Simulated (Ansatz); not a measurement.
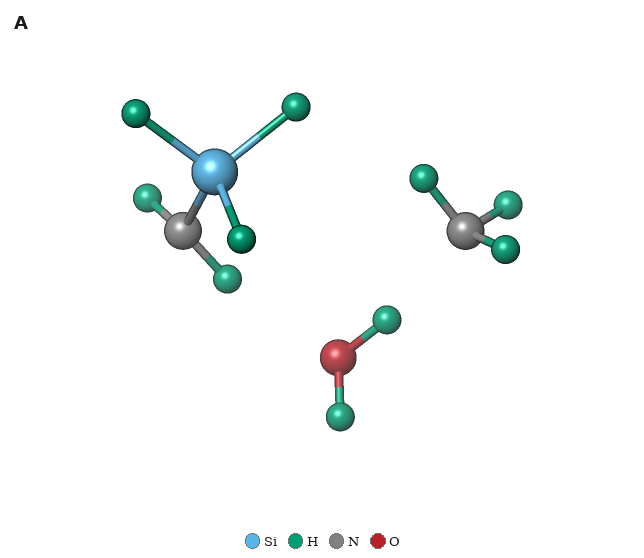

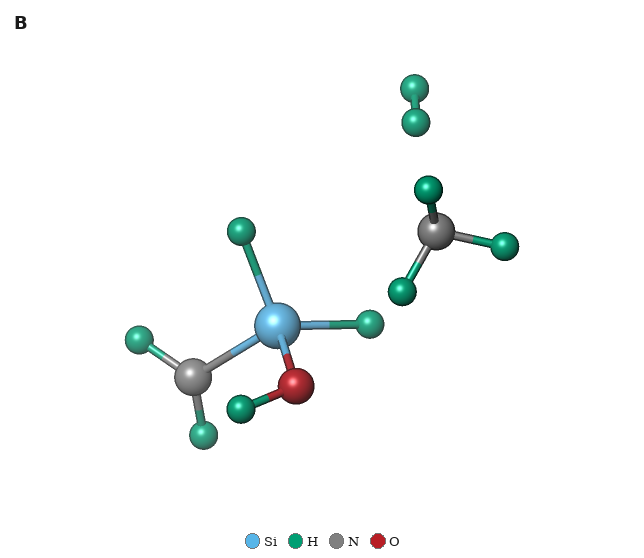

2 stationary structures of one formula. Geometries: PBE0-D4/def2-TZVP. Electronic energies: CCSD(T)/CBS (MP2 limit from def2-TZVPP and def2-QZVPP plus CCSD(T) − MP2) (Ansatz 0.2.0), without zero-point energy. Each is one conformer, not always the lowest.

Question: Rank them by energy, lowest first.

Answer: B is lowest (a minimum); A lies 12.4 kcal/mol above it (a minimum).

Give E(B) − E(A) in kcal/mol at these levels too: PBE0-D4/def2-TZVPP; PBE-D4/def2-TZVPP; RHF-MP2 (frozen core)/def2-QZVPP; B3LYP-D4/6-31G; RHF-CCSD(T) (frozen core)/def2-TZVPP; ωB97M-V/def2-SVP; PBE0-D4/def2-SVP; CCSD(T)/CBS (MP2 limit from def2-TZVPP and def2-QZVPP plus CCSD(T) − MP2).

| level | E(B) − E(A) (kcal/mol) |
| --- | --- |
| PBE0-D4/def2-TZVPP | −9.2 |
| PBE-D4/def2-TZVPP | −8.6 |
| RHF-MP2 (frozen core)/def2-QZVPP | −13.5 |
| B3LYP-D4/6-31G | −1.5 |
| RHF-CCSD(T) (frozen core)/def2-TZVPP | −11.6 |
| ωB97M-V/def2-SVP | −7.2 |
| PBE0-D4/def2-SVP | −5.0 |
| CCSD(T)/CBS (MP2 limit from def2-TZVPP and def2-QZVPP plus CCSD(T) − MP2) | −12.4 |
